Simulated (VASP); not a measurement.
Band structure of MnS (rock salt, AFM-II order). Level of theory: vdW-DF-cx, VASP's PBE PAW potentials (set 64) (plane waves; VASP).

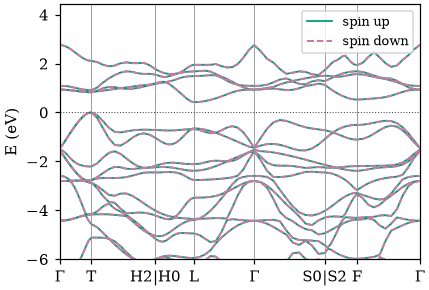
Figure: Bands along high-symmetry lines, zero at the valence-band maximum or, without a gap, the Fermi level

Task: Read the plot: is there a gap, and where are the band edges?

Result: The gap is indirect, 0.42 eV, from the valence maximum at T to the conduction minimum at L. (Edges off the drawn lines would not show.)

The compound is MnS in the rock salt, AFM-II order structure. It was relaxed first, which changed the volume by -9 %.
